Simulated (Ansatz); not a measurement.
# SiH₃Br + HF: a complex and its separated parts, part 2 of 2

Ansatz 0.2.0, Gaussian basis.

### Step 13. CAM-B3LYP-D4/def2-TZVPP

The inputs:

parta/in.yaml

```yaml
crystal:
  periodic: [false, false, false]
  atoms:
    - {symbol: Si, position_ang: [-0.973274, 0.053991, -0.199594]}
    - {symbol: H, position_ang: [-0.647257, -1.271011, -0.774082]}
    - {symbol: H, position_ang: [-0.998004, -0.013317, 1.279194]}
    - {symbol: H, position_ang: [-2.271943, 0.539549, -0.718856]}
    - {symbol: Br, position_ang: [0.605686, 1.489451, -0.809122]}
basis:
  gaussian: {orbitals: def2-TZVPP}
hamiltonian: {xc: {name: CAM-B3LYP}, dispersion: d4}
```

partb/in.yaml

```yaml
crystal:
  periodic: [false, false, false]
  atoms:
    - {symbol: F, position_ang: [2.235734, -0.776111, 0.858165]}
    - {symbol: H, position_ang: [2.049158, -0.022652, 0.364296]}
basis:
  gaussian: {orbitals: def2-TZVPP}
hamiltonian: {xc: {name: CAM-B3LYP}, dispersion: d4}
```

The same command starts each run, in its folder.

On the command line:

```
$ ansatz run in.yaml --threads 4 --pin off --events-out ev --progress --plain --max-ram 9574MiB
```

Log of parta, cut to the lines that bear on the results:

```text
Functional definition: CAM-B3LYP
  name "CAM-B3LYP"
  cite "Yanai, Tew & Handy, Chem. Phys. Lett. 393, 51 (2004) doi:10.1016/j.cplett.2004.06.011"
  cite "Iikura, Tsuneda, Yanai & Hirao, J. Chem. Phys. 115, 3540 (2001) doi:10.1063/1.1383587"
  cite "Becke, Phys. Rev. A 38, 3098 (1988) doi:10.1103/PhysRevA.38.3098"
  cite "Lee, Yang & Parr, Phys. Rev. B 37, 785 (1988) doi:10.1103/PhysRevB.37.785"
[...]
881 factors; their error is unknown
187 factors; integrals over basis functions are off by at most 2.7e-5 eV
[...]
mean field -77977.65756432 eV, -2865.6260603342 hartree, gradient 2.9e-5 eV, S^2 0.000000; 0 other end points of the search recorded, 0 dependent functions left out
reference -77977.65767253 eV, -2865.6260643107 hartree; 26, 26 occupied and 106, 106 virtual orbitals, 881 factors
Total energy: -77977.72615192 eV, -2865.6285808820 hartree
```

Log of partb, cut to the lines that bear on the results:

```text
[... 6 set-up lines as earlier in the session ...]
[...]
  # Exact exchange under (alpha + beta erf(omega r))/r, Becke's under what is left of 1/r.
[...]
215 factors; their error is unknown
48 factors; integrals over basis functions are off by at most 4.9e-5 eV
[...]
mean field -2733.85902519 eV, -100.4674660994 hartree, gradient 6.2e-5 eV, S^2 0.000000; 0 other end points of the search recorded, 0 dependent functions left out
reference -2733.85906932 eV, -100.4674677212 hartree; 5, 5 occupied and 40, 40 virtual orbitals, 215 factors
Total energy: -2733.86050963 eV, -100.4675206516 hartree
```

Times: 2.1 s (parta), 0.45 s (partb) on 4 threads of Intel Xeon at 2.50GHz, shared host.

### Step 14. wB97X-V/def2-TZVPP

Each input of step 13 (parta, partb) changes in the same lines:

```diff
-hamiltonian: {xc: {name: CAM-B3LYP}, dispersion: d4}
+hamiltonian: {xc: {name: wB97X-V}}
```

The same command starts each run, in its folder.

On the command line:

```
$ ansatz run in.yaml --threads 4 --pin off --events-out ev --progress --plain --max-ram 9574MiB
```

Log of parta, cut to the lines that bear on the results:

```text
Functional definition: wB97X-V
  name "wB97X-V"
  cite "Mardirossian & Head-Gordon, Phys. Chem. Chem. Phys. 16, 9904 (2014) doi:10.1039/C3CP54374A"
[... 2 set-up lines as earlier in the session ...]
[...]
      + integral(e_c_pw_opposite_spin*poly(b97_u_opposite, cos0, cos1)) + vv10(b, c)
881 factors; their error is unknown
166 factors; integrals over basis functions are off by at most 4.6e-5 eV
[...]
mean field -77966.46101365 eV, -2865.2145946864 hartree, gradient 5.7e-5 eV, S^2 0.000000; 0 other end points of the search recorded, 0 dependent functions left out
reference -77966.46101197 eV, -2865.2145946246 hartree; 26, 26 occupied and 106, 106 virtual orbitals, 881 factors
Total energy: -77966.46101197 eV, -2865.2145946246 hartree
```

Output in partb, cut to the lines that bear on the results:

```text
[... 5 set-up lines as earlier in the session ...]
[...]
      + integral(e_c_pw_opposite_spin*poly(b97_u_opposite, cos0, cos1)) + vv10(b, c)
215 factors; their error is unknown
48 factors; integrals over basis functions are off by at most 2.2e-5 eV
[...]
mean field -2733.49560619 eV, -100.4541106975 hartree, gradient 1.0e-5 eV, S^2 0.000000; 0 other end points of the search recorded, 0 dependent functions left out
reference -2733.49560559 eV, -100.4541106757 hartree; 5, 5 occupied and 40, 40 virtual orbitals, 215 factors
Total energy: -2733.49560559 eV, -100.4541106757 hartree
```

They took 3.7 s (parta), 0.71 s (partb) on 4 threads of Intel Xeon at 2.50GHz, shared host.

### Step 15. wB97M-V/def2-TZVPP

The same edit goes into each in.yaml of step 14 (parta, partb):

```diff
-hamiltonian: {xc: {name: wB97X-V}}
+hamiltonian: {xc: {name: wB97M-V}}
```

Each run has its own folder and the same command.

On the command line:

```
$ ansatz run in.yaml --threads 4 --pin off --events-out ev --progress --plain --max-ram 9574MiB
```

parta printed, cut to the lines that bear on the results:

```text
Functional definition: wB97M-V
  name "wB97M-V"
  cite "Mardirossian & Head-Gordon, J. Chem. Phys. 144, 214110 (2016) doi:10.1063/1.4952647"
[... 2 set-up lines as earlier in the session ...]
  # Of w^i u^j: cxij and so on, Table III.
[...]
  gx(w, u) = 1 - cx + cx01*u + cx10*w
[...]
      + integral(e_c_pw_mod_opposite_spin*gos(b97_w_opposite, b97_u_opposite)) + vv10(b, c)
876 factors; their error is unknown
166 factors; integrals over basis functions are off by at most 4.6e-5 eV
[...]
mean field -77969.33239716 eV, -2865.3201160839 hartree, gradient 3.6e-5 eV, S^2 0.000000; 0 other end points of the search recorded, 0 dependent functions left out
reference -77969.33243806 eV, -2865.3201175870 hartree; 26, 26 occupied and 106, 106 virtual orbitals, 876 factors
Total energy: -77969.33243806 eV, -2865.3201175870 hartree
```

Output in partb, cut to the lines that bear on the results:

```text
[... 5 set-up lines as earlier in the session ...]
  # Of w^i u^j: cxij and so on, Table III.
[...]
  gx(w, u) = 1 - cx + cx01*u + cx10*w
[...]
      + integral(e_c_pw_mod_opposite_spin*gos(b97_w_opposite, b97_u_opposite)) + vv10(b, c)
215 factors; their error is unknown
48 factors; integrals over basis functions are off by at most 2.2e-5 eV
[...]
mean field -2733.67553215 eV, -100.4607228545 hartree, gradient 1.2e-5 eV, S^2 0.000000; 0 other end points of the search recorded, 0 dependent functions left out
reference -2733.67554681 eV, -100.4607233935 hartree; 5, 5 occupied and 40, 40 virtual orbitals, 215 factors
Total energy: -2733.67554681 eV, -100.4607233935 hartree
```

Wall times: 3.9 s (parta), 0.71 s (partb) on 4 threads of Intel Xeon at 2.50GHz, shared host.

### Step 16. B2PLYP/def2-TZVPP

Each input of step 15 (parta, partb) changes in the same lines:

```diff
-hamiltonian: {xc: {name: wB97M-V}}
+hamiltonian: {xc: {name: B2PLYP}}
```

One command serves all of them, each in its own folder.

On the command line:

```
$ ansatz run in.yaml --threads 4 --pin off --events-out ev --progress --plain --max-ram 9574MiB
```

Log of parta, cut to the lines that bear on the results:

```text
Functional definition: B2PLYP
  name "B2PLYP"
  cite "Grimme, J. Chem. Phys. 124, 034108 (2006) doi:10.1063/1.2148954"
[... 2 set-up lines as earlier in the session ...]
[...]
794 factors; integrals over basis functions are off by at most 1.0e-3 eV
[...]
mean field -77956.74528849 eV, -2864.8575483722 hartree, gradient 2.3e-6 eV, S^2 0.000000; 0 other end points of the search recorded, 0 dependent functions left out
14 core orbitals not correlated: weight in the atoms' cores, before any rotation towards them, 1.000 or more for the frozen orbitals, at most 0.000 for the correlated occupied ones
reference -77956.74543001 eV, -2864.8575535731 hartree; 12, 12 occupied and 106, 106 virtual orbitals, 794 factors
second order -13.20226501 eV of doubles, -0.00000000 eV of singles
Total energy: -77960.31004157 eV, -2864.9885506315 hartree
```

partb printed, cut to the lines that bear on the results:

```text
[... 5 set-up lines as earlier in the session ...]
[...]
287 factors; integrals over basis functions are off by at most 1.0e-3 eV
[...]
mean field -2730.72525856 eV, -100.3523023002 hartree, gradient 1.4e-6 eV, S^2 0.000000; 0 other end points of the search recorded, 0 dependent functions left out
1 core orbitals not correlated: weight in the atoms' cores, before any rotation towards them, 1.000 or more for the frozen orbitals, at most 0.000 for the correlated occupied ones
reference -2730.72531526 eV, -100.3523043839 hartree; 4, 4 occupied and 40, 40 virtual orbitals, 287 factors
second order -8.59396291 eV of doubles, -0.00000000 eV of singles
Total energy: -2733.04568525 eV, -100.4375764081 hartree
```

Wall times: 2.2 s (parta), 0.62 s (partb) on 4 threads of Intel Xeon at 2.50GHz, shared host.

### Step 17. PBE-QIDH/def2-TZVPP

Each input of step 16 (parta, partb) changes in the same lines:

```diff
-hamiltonian: {xc: {name: B2PLYP}}
+hamiltonian: {xc: {name: PBE-QIDH}}
```

The same command starts each run, in its folder.

On the command line:

```
$ ansatz run in.yaml --threads 4 --pin off --events-out ev --progress --plain --max-ram 9574MiB
```

Output in parta, cut to the lines that bear on the results:

```text
Functional definition: PBE-QIDH
  name "PBE-QIDH"
  cite "Brémond, Sancho-García, Pérez-Jiménez & Adamo, J. Chem. Phys. 141, 031101 (2014) doi:10.1063/1.4890314"
[... 1 set-up line as earlier in the session ...]
[...]
794 factors; integrals over basis functions are off by at most 1.0e-3 eV
[...]
mean field -77947.80054350 eV, -2864.5288350567 hartree, gradient 4.6e-6 eV, S^2 0.000000; 0 other end points of the search recorded, 0 dependent functions left out
14 core orbitals not correlated: weight in the atoms' cores, before any rotation towards them, 1.000 or more for the frozen orbitals, at most 0.000 for the correlated occupied ones
reference -77947.80055419 eV, -2864.5288354496 hartree; 12, 12 occupied and 106, 106 virtual orbitals, 794 factors
second order -12.34546633 eV of doubles, -0.00000000 eV of singles
Total energy: -77951.91570963 eV, -2864.6800646227 hartree
```

Log of partb, cut to the lines that bear on the results:

```text
[... 4 set-up lines as earlier in the session ...]
[...]
287 factors; integrals over basis functions are off by at most 1.0e-3 eV
[...]
mean field -2728.92253664 eV, -100.2860534912 hartree, gradient 3.8e-6 eV, S^2 0.000000; 0 other end points of the search recorded, 0 dependent functions left out
1 core orbitals not correlated: weight in the atoms' cores, before any rotation towards them, 1.000 or more for the frozen orbitals, at most 0.000 for the correlated occupied ones
reference -2728.92253999 eV, -100.2860536144 hartree; 4, 4 occupied and 40, 40 virtual orbitals, 287 factors
second order -8.07147583 eV of doubles, -0.00000000 eV of singles
Total energy: -2731.61303193 eV, -100.3849273696 hartree
```

Wall times: 2.8 s (parta), 0.61 s (partb) on 4 threads of Intel Xeon at 2.50GHz, shared host.

### Step 18. RPA on PBE/def2-TZVPP

The same edit goes into each in.yaml of step 17 (parta, partb):

```diff
-hamiltonian: {xc: {name: PBE-QIDH}}
+hamiltonian: {xc: pbe}
+correlation: {method: rpa}
```

Each run has its own folder and the same command.

On the command line:

```
$ ansatz run in.yaml --threads 4 --pin off --events-out ev --progress --plain --max-ram 9574MiB
```

Output in parta, cut to the lines that bear on the results:

```text
[... 4 set-up lines as earlier in the session ...]
[...]
794 factors; integrals over basis functions are off by at most 1.0e-3 eV
[...]
mean field -77959.23275698 eV, -2864.9489611532 hartree, gradient 5.3e-6 eV, S^2 0.000000; 0 other end points of the search recorded, 0 dependent functions left out
14 core orbitals not correlated: weight in the atoms' cores, before any rotation towards them, 1.000 or more for the frozen orbitals, at most 0.000 for the correlated occupied ones
reference -77909.38859055 eV, -2863.1172218224 hartree; 12, 12 occupied and 106, 106 virtual orbitals, 794 factors
Total energy: -77927.81478208 eV, -2863.7943718714 hartree
```

partb printed, cut to the lines that bear on the results:

```text
[... 4 set-up lines as earlier in the session ...]
[...]
287 factors; integrals over basis functions are off by at most 1.0e-3 eV
[...]
mean field -2731.84355619 eV, -100.3933989798 hartree, gradient 9.3e-7 eV, S^2 0.000000; 0 other end points of the search recorded, 0 dependent functions left out
1 core orbitals not correlated: weight in the atoms' cores, before any rotation towards them, 1.000 or more for the frozen orbitals, at most 0.000 for the correlated occupied ones
reference -2722.68129961 eV, -100.0566922610 hartree; 4, 4 occupied and 40, 40 virtual orbitals, 287 factors
Total energy: -2733.63265244 eV, -100.4591470543 hartree
```

They took 2.1 s (parta), 0.51 s (partb) on 4 threads of Intel Xeon at 2.50GHz, shared host.

### Step 19. CCSD(T)/def2-TZVPP

Each input of step 18 (parta, partb) changes in the same lines:

```diff
-hamiltonian: {xc: pbe}
-correlation: {method: rpa}
+correlation: {method: ccsd_t}
```

Each run has its own folder and the same command.

On the command line:

```
$ ansatz run in.yaml --threads 4 --pin off --events-out ev --progress --plain --max-ram 9574MiB
```

Log of parta, cut to the lines that bear on the results:

```text
Functional definition: HF
  name "HF"
  cite "Fock, Z. Phys. 61, 126 (1930) doi:10.1007/BF01340294"
[... 1 set-up line as earlier in the session ...]
[...]
794 factors; integrals over basis functions are off by at most 1.0e-3 eV
[...]
mean field -77910.26549216 eV, -2863.1494473620 hartree, gradient 3.6e-6 eV, S^2 0.000000; 0 other end points of the search recorded, 0 dependent functions left out
14 core orbitals not correlated: weight in the atoms' cores, before any rotation towards them, 1.000 or more for the frozen orbitals, at most 0.000 for the correlated occupied ones
reference -77910.26549216 eV, -2863.1494473620 hartree; 12, 12 occupied and 106, 106 virtual orbitals, 794 factors
second order -11.03966658 eV of doubles, -0.00000000 eV of singles
cycle   1  -11.44132651 eV  change   -4.0e-1 eV  update   6.6e-2
[...]
cycle   8  -11.77994365 eV  change   -2.4e-5 eV  update   1.3e-5
perturbative correction -0.37188619 eV, -0.0136665654 hartree
Total energy: -77922.41732199 eV, -2863.5960188718 hartree
```

Output in partb, cut to the lines that bear on the results:

```text
[... 4 set-up lines as earlier in the session ...]
[...]
287 factors; integrals over basis functions are off by at most 1.0e-3 eV
[...]
mean field -2722.91275513 eV, -100.0651980943 hartree, gradient 4.5e-6 eV, S^2 0.000000; 0 other end points of the search recorded, 0 dependent functions left out
1 core orbitals not correlated: weight in the atoms' cores, before any rotation towards them, 1.000 or more for the frozen orbitals, at most 0.000 for the correlated occupied ones
reference -2722.91275513 eV, -100.0651980943 hartree; 4, 4 occupied and 40, 40 virtual orbitals, 287 factors
second order -7.36481340 eV of doubles, -0.00000000 eV of singles
cycle   1  -7.29618613 eV  change    6.9e-2 eV  update   3.9e-2
[...]
cycle   8  -7.43086034 eV  change    3.2e-7 eV  update   3.3e-6
perturbative correction -0.17033358 eV, -0.0062596436 hartree
Total energy: -2730.51394904 eV, -100.3445368185 hartree
```

Times: 9.5 s (parta), 0.61 s (partb) on 4 threads of Intel Xeon at 2.50GHz, shared host; peak memory 0.65 GiB.

### Step 20. Vibrations of SiH₃Br

vib-parta/in.yaml reads:

```yaml
crystal:
  periodic: [false, false, false]
  atoms:
    - {symbol: Si, position_ang: [-0.973274, 0.053991, -0.199594]}
    - {symbol: H, position_ang: [-0.647257, -1.271011, -0.774082]}
    - {symbol: H, position_ang: [-0.998004, -0.013317, 1.279194]}
    - {symbol: H, position_ang: [-2.271943, 0.539549, -0.718856]}
    - {symbol: Br, position_ang: [0.605686, 1.489451, -0.809122]}
basis:
  gaussian: {orbitals: def2-TZVP}
hamiltonian: {xc: pbe0, dispersion: d4}
phonons: {temperatures: {t_min: 298.15, t_max: 900, t_step: 200}}
```

On the command line:

```
$ ansatz run in.yaml --threads 4 --pin off --events-out ev --progress --plain --max-ram 9574MiB
```

The log of the run, cut to the lines that bear on the results:

```text
[... 5 set-up lines as earlier in the session ...]
[...]
813 factors; their error is unknown
[...]
mean field -77962.57027940 eV, -2865.0716128397 hartree, gradient 5.9e-5 eV, S^2 0.000000; 0 other end points of the search recorded, 0 dependent functions left out
[...]
Atom 2 at    -0.998004    -0.013317     1.279194 Å, force    -0.000011     0.000007     0.000246 eV/Å
Atom 3 at    -2.271943     0.539549    -0.718856 Å, force    -0.000287     0.000120    -0.000122 eV/Å
Atom 4 at     0.605686     1.489451    -0.809122 Å, force    -0.000001     0.000011    -0.000007 eV/Å
Dipole moment:    -0.192299    -0.174819     0.074231 e Å
Vibrations: 430.04 624.32 624.34 924.01 943.58 943.59 2247.69 2262.92 2262.93 cm⁻¹, zero-point energy 0.698243 eV
```

Run time: 39 s. Hardware: 4 threads of Intel Xeon at 2.50GHz, shared host.

Wavenumbers and character of the modes:

| mode | wavenumber (cm⁻¹) | character |
| --- | --- | --- |
| 1 | 430 | Si–Br stretch |
| 2 | 624 | bend |
| 3 | 624 | bend |
| 4 | 924 | bend |
| 5 | 944 | bend |
| 6 | 944 | bend |
| 7 | 2248 | Si–H stretch |
| 8 | 2263 | Si–H stretch |
| 9 | 2263 | Si–H stretch |

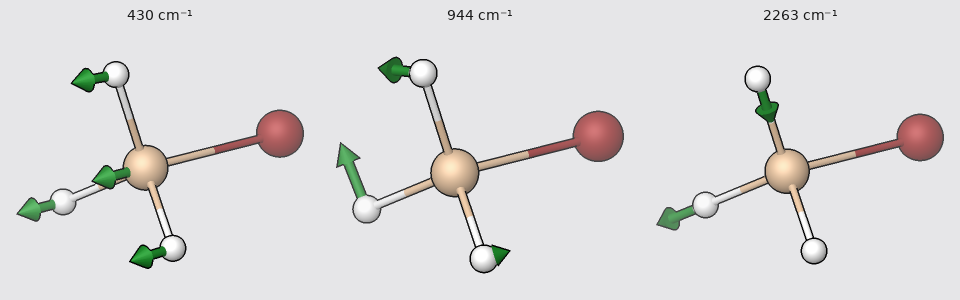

Displacements of 3 modes, as arrows.

Vibrational sums (real modes only):

| T (K) | entropy (J/mol/K) | heat capacity (J/mol/K) |
| --- | --- | --- |
| 298 | 8.5 | 19.8 |
| 498 | 22.8 | 35.7 |
| 698 | 36.6 | 46.0 |
| 898 | 49.1 | 53.3 |

### Step 21. Vibrations of HF

vib-partb/in.yaml reads:

```yaml
crystal:
  periodic: [false, false, false]
  atoms:
    - {symbol: F, position_ang: [2.235734, -0.776111, 0.858165]}
    - {symbol: H, position_ang: [2.049158, -0.022652, 0.364296]}
basis:
  gaussian: {orbitals: def2-TZVP}
hamiltonian: {xc: pbe0, dispersion: d4}
phonons: {temperatures: {t_min: 298.15, t_max: 900, t_step: 200}}
```

On the command line:

```
$ ansatz run in.yaml --threads 4 --pin off --events-out ev --progress --plain --max-ram 9574MiB
```

The log of the run, cut to the lines that bear on the results:

```text
[... 5 set-up lines as earlier in the session ...]
[...]
200 factors; their error is unknown
[...]
mean field -2731.80169992 eV, -100.3918607905 hartree, gradient 6.9e-6 eV, S^2 0.000000; 0 other end points of the search recorded, 0 dependent functions left out
[...]
reference -2731.80151160 eV, -100.3918538699 hartree; 5, 5 occupied and 32, 32 virtual orbitals, 200 factors
Total energy: -2731.80322164 eV, -100.3919167125 hartree
Atom 0 at     2.235734    -0.776111     0.858165 Å, force     0.000537    -0.002169     0.001422 eV/Å
Atom 1 at     2.049158    -0.022652     0.364296 Å, force    -0.000537     0.002169    -0.001422 eV/Å
Dipole moment:    -0.081283     0.328251    -0.215158 e Å
Vibrations: 4153.53 cm⁻¹, zero-point energy 0.257486 eV
```

Wall time 2.6 s (4 threads of Intel Xeon at 2.50GHz, shared host).

The modes, with what each moves most:

| mode | wavenumber (cm⁻¹) | character |
| --- | --- | --- |
| 1 | 4154 | F–H stretch |

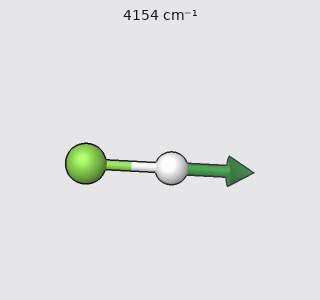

Displacements of 1 modes, as arrows.

Vibrational sums (real modes only):

| T (K) | entropy (J/mol/K) | heat capacity (J/mol/K) |
| --- | --- | --- |
| 298 | 0.0 | 0.0 |
| 498 | 0.0 | 0.0 |
| 698 | 0.0 | 0.1 |
| 898 | 0.1 | 0.5 |

### Step 22. Complex less separated parts

The complex's own energies come from single points at the same levels.

Rows are in def2-TZVPP; times add the 3 runs of a level on a shared host, so small differences are noise.

Differences are taken before rounding.

| method | rung | complex less parts (kJ/mol) | from CCSD(T) (kJ/mol) | time |
| --- | --- | --- | --- | --- |
| SPW92 | LDA | -29.4 | -15.3 | 2.5 s |
| PBE-D4 | GGA | -20.7 | -6.6 | 3.6 s |
| BLYP-D4 | GGA | -19.2 | -5.0 | 3.5 s |
| r2SCAN-D4 | meta-GGA | -18.2 | -4.1 | 6.4 s |
| B97M-V | meta-GGA | -15.8 | -1.7 | 11 s |
| PBE0-D4 | hybrid | -17.8 | -3.7 | 5.3 s |
| B3LYP-D4 | hybrid | -17.8 | -3.7 | 5.3 s |
| r2SCAN0-D4 | hybrid | -16.7 | -2.6 | 8.2 s |
| BHLYP-D4 | hybrid | -16.4 | -2.3 | 5 s |
| CAM-B3LYP-D4 | range-separated hybrid | -18.4 | -4.3 | 6 s |
| wB97X-V | range-separated hybrid | -17.0 | -2.9 | 11 s |
| wB97M-V | range-separated hybrid | -17.4 | -3.3 | 12 s |
| B2PLYP | double hybrid | -13.8 | +0.3 | 7.7 s |
| PBE-QIDH | double hybrid | -14.2 | -0.1 | 8.2 s |
| RPA on PBE | RPA | -11.4 | +2.7 | 6.4 s |
| Hartree-Fock | wavefunction | -4.0 | +10.1 |  |
| MP2 | wavefunction | -14.7 | -0.6 |  |
| CCSD | wavefunction | -12.5 | +1.6 |  |
| CCSD(T) | wavefunction | -14.1 | 0 | 56 s |

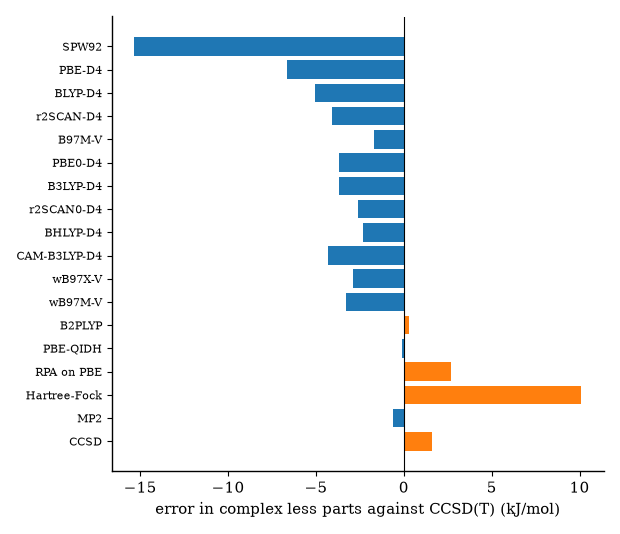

Error of each method against CCSD(T).

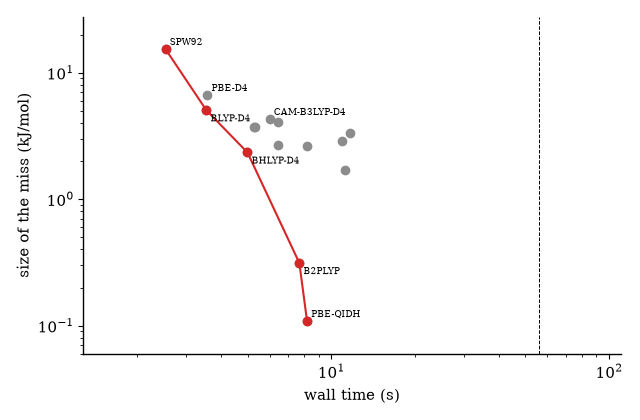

Miss against cost. Red marks the levels that no quicker level drawn beats (of those quicker than the yardstick), and the dashed line is the time of CCSD(T). Only those levels and the largest misses are named. Times are from a shared host.

PBE-QIDH reaches 0.1 kJ/mol from the reference in 8.2 s, where CCSD(T) took 56 s; the quickest level in the cost chart, SPW92, takes 2.5 s and misses by 15.3 kJ/mol.

The complex's zero-point energy, from a separate PBE0-D4 run, is 1.006 eV.

### Step 23. Summary of results

The summary covers parts 1 to 2.

```
                              quantity         value
complex less parts, CCSD(T)/def2-TZVPP  -14.1 kJ/mol
                with zero-point energy   -9.2 kJ/mol
                 largest T1 diagnostic         0.008
```

In words: At CCSD(T) the complex lies 14.1 kJ/mol below its parts. Among the functionals PBE-QIDH lands nearest to CCSD(T) (-0.1 kJ/mol) and SPW92 farthest (-15.3 kJ/mol). Mean unsigned error by rung: LDA 15.3, GGA 5.8, meta-GGA 2.9, hybrid 3.1, range-separated hybrid 3.5, double hybrid 0.2 kJ/mol. The double hybrids carry no dispersion term here, unlike the levels marked D4 or V. PBE-D4 gives a relative energy 6.6 kJ/mol too low, outside chemical accuracy (1 kcal/mol, 4.2 kJ/mol). No counterpoise was applied, and triple zeta lacks some correlation, so the CCSD(T) reference has a basis error of its own, and close matches with it are partly luck.
